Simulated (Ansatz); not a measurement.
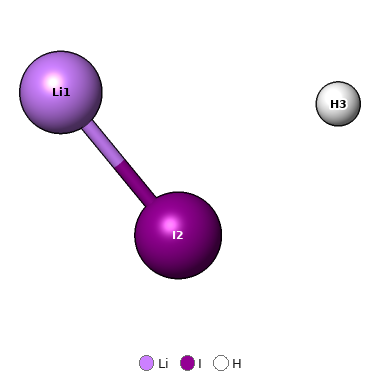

The system is Li + IH, spin multiplicity 2; the picture shows the reference structure. Coordinates scanned: (1) distance Li1–I2; (2) distance I2–H3. Nothing is relaxed (the angle Li1–I2–H3 is fixed at 90 degrees). The grid has 9 × 9 points. Energies: kcal/mol, counted from Li far from the relaxed IH (each part in its own basis). All numbers below come from UKS r2SCAN-D4/def2-SVPD in Ansatz 0.2.0.

Its coordinates:

```csv
atom,x (Å),y (Å),z (Å)
Li,-2.4660,0.0000,0.0000
I,0.0000,0.0000,0.0000
H,0.0000,2.7360,0.0000
```

Range: distance Li1–I2 from 2.136 to 4.136 Å; distance I2–H3 from 1.360 to 3.360 Å.

> What will the energy surface look like?

The lowest grid point is at distance Li1–I2 = 2.466 Å, distance I2–H3 = 2.736 Å, −13.9 kcal/mol from Li far from the relaxed IH (each part in its own basis). The highest grid point, distance Li1–I2 = 2.136 Å, distance I2–H3 = 1.360 Å, lies 61.0 kcal/mol above the lowest. On the interpolated surface the lowest path from the side where the first distance is long, about distance Li1–I2 = 3.94 Å, distance I2–H3 = 1.64 Å, to the well on the other side, about distance Li1–I2 = 2.42 Å, distance I2–H3 = 2.62 Å, has its top at about distance Li1–I2 = 3.29 Å, distance I2–H3 = 1.65 Å, about 0.26 kcal/mol above the start and 14 kcal/mol above the end.

```tsv
distance I2–H3 ↓, distance Li1–I2 →	2.136	2.270	2.466	2.695	2.948	3.222	3.512	3.817	4.136
3.360	−5.3	−10.9	−12.4	−8.8	−2.1	6.1	14.7	23.2	31.1
3.041	−6.0	−11.6	−13.2	−9.7	−3.1	5.1	13.6	22.1	29.9
2.736	−6.5	−12.2	−13.9	−10.5	−3.9	4.2	12.7	21.0	28.8
2.446	−6.3	−12.0	−13.8	−10.5	−4.0	4.1	12.4	20.7	26.9
2.172	−4.0	−9.8	−11.7	−8.5	−2.1	5.4	11.7	16.8	20.6
1.919	1.9	−4.2	−6.6	−4.7	−0.8	3.2	6.5	8.9	10.4
1.690	10.7	3.4	−1.2	−2.0	−1.3	−0.4	−0.3	−0.2	−0.1
1.494	25.2	16.5	9.8	6.2	4.6	3.8	3.4	3.2	3.3
1.360	47.1	37.6	29.9	25.7	23.7	22.9	22.4	22.2	22.2
```

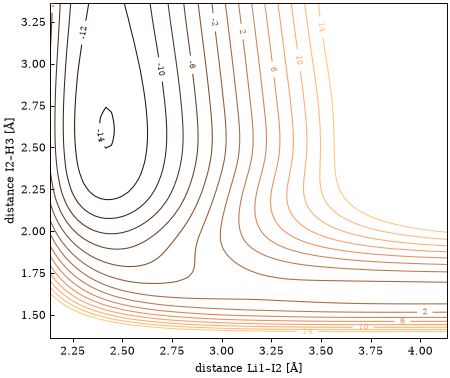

The picture shows contour lines labelled in kcal/mol (none above 14). Between grid points the surface is interpolated.

Each point was launched as `ansatz run input.yaml --threads 1 --pin off --max-ram 2560MiB --backend cpu --events-out ev --progress --plain --runs-dir out`. The whole map (81 points run) took 9.9 min on 1 thread of Arm Neoverse V1, on a shared host.
